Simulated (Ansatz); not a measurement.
S6Sr6 (charge −1, doublet)

```
atom    x (Å)    y (Å)    z (Å)
  Sr   0.5177   3.9634  -0.0588
  Sr   2.0512  -0.2520   0.6399
  Sr  -2.8854   5.6747  -0.2362
  Sr   2.8945  -5.6728   0.1249
  Sr  -2.1272   0.2422   0.3189
  Sr  -0.4972  -3.9618  -0.2074
   S   0.4838  -6.6421  -0.2239
   S  -2.2683   3.0257  -0.1569
   S   2.2696  -3.0246   0.1344
   S  -0.4509   6.6455  -0.1799
   S  -2.7087  -2.3143  -0.3149
   S   2.7210   2.3160   0.1598
```

Geometry: PBE-D4/def2-SVP; core potentials replace the inner electrons of Sr.

The calculation used UKS PBE0-D4/def2-SVP (Ansatz 0.2.0).

> What can the converged electron density, electron localisation function and spin density tell about the bonding?

Sr–S (2.62 Å): ρ is about 0.34 e/Å³ halfway; the ELF peaks at about 0.85 in the valence shell of S, 0.9 Å from its nucleus, and is about 0.25 at the midpoint; an ionic contact with no shared pair.
Sr–Sr (3.81 Å): ρ at the midpoint is about 0.08 e/Å³; the ELF is about 0.10 at the midpoint.
Sr–S (2.72 Å): ρ is about 0.27 e/Å³ halfway; the ELF peaks at about 0.85 in the valence shell of S, 1.0 Å from its nucleus, and is about 0.20 at the midpoint: an ionic contact with no shared pair.
Sr–S (2.76 Å): the density is about 0.25 e/Å³ at the midpoint; the ELF peaks at about 0.85 in the valence shell of S, 0.9 Å from its nucleus, and is about 0.15 at the midpoint (a closed-shell, largely ionic contact).
The unpaired spin (1 electron) lies mostly on Sr2 (about 0.4) and Sr5 (about 0.4), in electrons by Hirshfeld's partition.

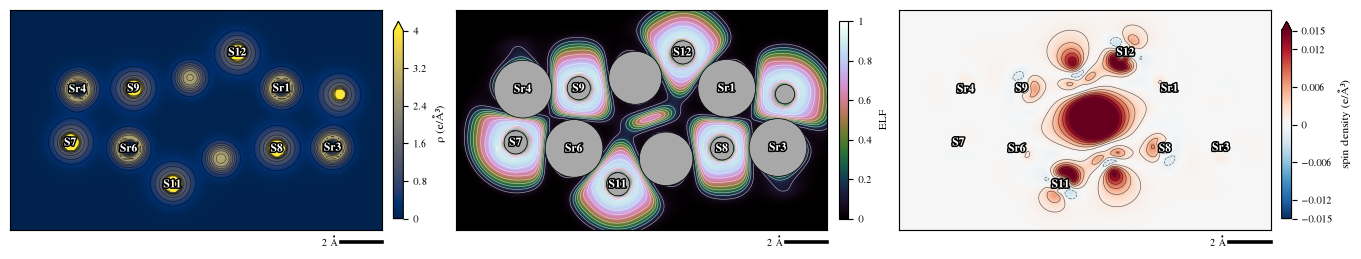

Computed electron density, electron localisation function and spin density on the plane of atoms S7, Sr6 and S11, in this order. Grey discs cover the atomic cores in the ELF map. 
